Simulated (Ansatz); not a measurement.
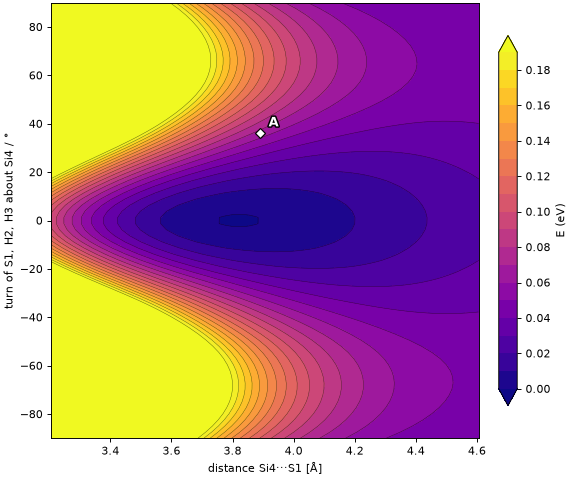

The pair H₂S···H₄Si. The turn is about an axis along (−0.17, −0.95, 0.25) in the frame of the relaxed pair, normal to the line between the partners. Coordinates scanned: (1) distance Si4···S1; (2) turn of S1, H2, H3 about Si4. The grid has 11 × 11 points. Points are written as (first, second). Energies: eV, counted from the lowest grid point. All numbers below come from RKS B3LYP-D4/def2-TZVPD (Ansatz).

Drawn: filled contours, one colour for all values above the top of the scale, the point A. Between grid points the surface is interpolated.

Is A at rest? If not, where is it pushed?

A, at (3.891 Å, 36°), is not a stationary point. The computed force is 0.15 eV for each Å towards larger values of distance Si4···S1 and 0.003 eV for each degree towards smaller values of turn of S1, H2, H3 about Si4.
